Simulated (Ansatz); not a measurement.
LiH: a line through the functionals

LiH has 2 atoms, charge 0, and is taken as a singlet. SMILES: `[LiH]`. The bond length is the measured one.

The HOMO–LUMO gap y, in eV, basis cc-pVTZ; a is the functional's share of exact exchange. Programs: Ansatz 0.2.0.

| functional | program | a | y (eV) |
| --- | --- | --- | --- |
| r2SCAN | Ansatz | 0 | 4.03 |
| PBE | Ansatz | 0 | 2.77 |
| B3LYP | Ansatz | 0.2 | ? |
| PBE0 | Ansatz | 0.25 | 4.35 |
| r2SCAN0 | Ansatz | 0.25 | 5.16 |
| BHLYP | Ansatz | 0.5 | 5.66 |

Q: Fit y = c + s·a to the known rows and predict B3LYP.

A: 
1. Means of the 5 rows: a = 0.2000, y = 4.394.
2. Σ(Δa)² = 0.175, Σ(Δa·Δy) = 0.8135, so the slope is 0.8135/0.175 = 4.6486.
3. Intercept: 4.394 − (4.6486) × 0.2000 = 3.464. The largest residual of the fit is 0.69.
4. B3LYP: 3.464 + (4.6486) × 0.2 = 4.39 eV.

The run gave 3.94 eV, so the prediction is off by +0.45 eV, within the scatter of the fit. Exact exchange lowers occupied levels and raises empty ones. The rows mix families of semi-local functionals, which the line can't see.

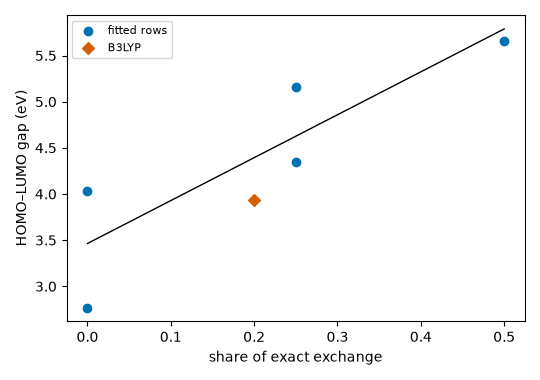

The fitted line, with the withheld row.
